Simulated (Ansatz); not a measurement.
**Fields on a plane of ZrN (rock salt)**

```yaml
crystal:
  lattice:
    - [0.00000, 2.27614, 2.27614]
    - [2.27614, 0.00000, 2.27614]
    - [2.27614, 2.27614, 0.00000]
  atoms:
    - { symbol: N, position: [0.00000, 0.00000, 0.00000] }
    - { symbol: Zr, position: [0.50000, 0.50000, 0.50000] }
```

The slice is a {100} plane (indices of the conventional cell) through the point (0.000, 0.000, 0.000) (fractional), spanned by u = [100] and v = [0 1 -1] in vectors of this cell: u (3.22 Å) and v (3.22 Å, at 90° to u). It covers one period; positions are fractions (u, v).

Atoms on it: N at (0.00, 0.00); Zr at (0.50, 0.50).

Method: PBEsol (plane waves to 420 eV, PAW, scalar-relativistic; Ansatz, a quantum-chemistry and plane-wave program). k mesh 18×18×18. Inside the PAW spheres the values are not all-electron values, and peaks at nuclei hang on which shells count as valence. ZrN is run without spin polarisation. ZrN was relaxed with its symmetry unable to fall.

```
|xxxx@@@#+:.   .:+#@@@xxx|
|xxxx@@%*-.     .-*%@@xxx|
|xxx@@@#=.       .=#@@@xx|
|@@@@@#=.   ...   .=#@@@@|
|@@@@#=.  .-===-.  .=#@@@|
|@@%#=.  :=*%%%*=:  .=#%@|
|%#*=.  :+%@@@@@%+:  .=*#|
|++-.  :+%@@@@@@@%+:  .-+|
|-:.  .=%@@xxxxx@@%=.  .:|
|..   -*@@xxxxxxx@@*-   .|
|    .=%@@xxxxxxx@@%=.   |
|    .=%@@xxxxxxx@@%=.   |
|    .=%@@xxxxxxx@@%=.   |
|..   -*@@xxxxxxx@@*-   .|
|-:.  .=%@@xxxxx@@%=.  .:|
|++-.  :+%@@@@@@@%+:  .-+|
|%#*=.  :+%@@@@@%+:  .=*#|
|@@%#=.  :=*%%%*=:  .=#%@|
|@@@@#=.  .-===-.  .=#@@@|
|@@@@@#=.   ...   .=#@@@@|
|xxx@@@#=.       .=#@@@xx|
|xxxx@@%*-.     .-*%@@xxx|
|xxxx@@@#+:.   .:+#@@@xxx|
|xxxx@@@%+-.   .-+%@@@xxx|
```
Scale: ten equal steps from 0.11 (start of ' ') to 0.81 (end of '@'), in the order ' .:-=+*#%@'. Values: electron localisation function (ELF). The map has 24 points along u (one character each, u = 0 at the left) and 24 along v (v = 0 in the bottom row). Points within 0.5 Å of a nucleus are blanked (x), as the pseudised field means little there.

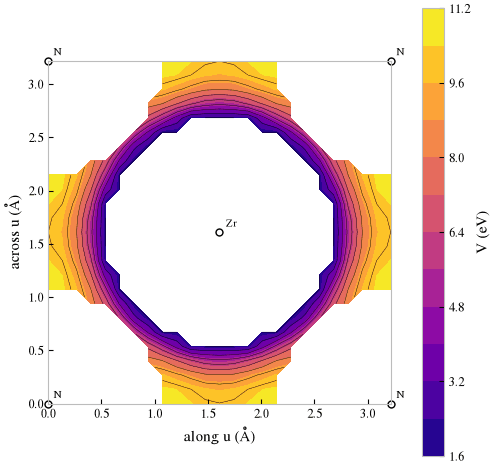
Electrostatic potential energy of an electron, from the cell's mean, in eV, one period of the plane, atoms marked. Points within 1 Å of a nucleus are left white, as the pseudised field means little there. Values under 2 eV are set to 2. The zero, the cell's mean, hangs on the PAW cores.

| Item | Value |
|---|---|
| Density on the N–Zr line (2.28 Å) at its density minimum, 1.1 Å from N | 0.47 e/Å³ |
| ELF at that point | 0.2 |
